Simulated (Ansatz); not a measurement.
Cost and result by functional for the surface energy of the (100) surface of tetragonal MoSi2 in its 1x1 cell (cut with top plane Mo + 2 Si, bottom plane Mo + 2 Si), outermost plane spacing 1.61 Å in the ideal cut, in Ansatz (plane waves, PAW). Single points on the PBE structure, on one kind of machine; costs are rough ratios of the slab run's core time (references not counted) to the cheapest single point. r2SCAN's cost holds its higher cutoff (500 against 420 eV). Differences are taken against r2SCAN for comparison alone: no measured value is at hand, so the table doesn't rank accuracy.

Set-up: 21 atoms, Mo7Si14, 9.7 Å thick at the start (thin: gaps and levels are the slab's own); mesh 12x5x1; 0.1 eV smearing; dipole correction on; all atoms relaxed; symmetry of the start imposed; no spin, no spin-orbit, no U. These notes are the PBE run's.

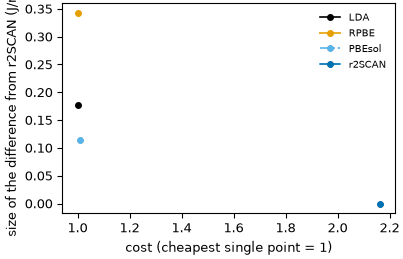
Figure. Difference from r2SCAN against cost

| functional | relative cost | surface energy (J/m²) | less r2SCAN (J/m²) |
|---|---|---|---|
| LDA | 1 | 3.00 | 0.18 |
| RPBE | 1 | 2.48 | -0.34 |
| PBEsol | 1 | 2.93 | 0.11 |
| r2SCAN | 2 | 2.82 | 0.00 |
| PBE (the relaxed run's value) | – | 2.64 | -0.18 |

The values span 0.52 J/m², while the single points' costs differ by a factor of roughly 2. Differences are of unrounded values.

Ansatz is a program for electronic structure.
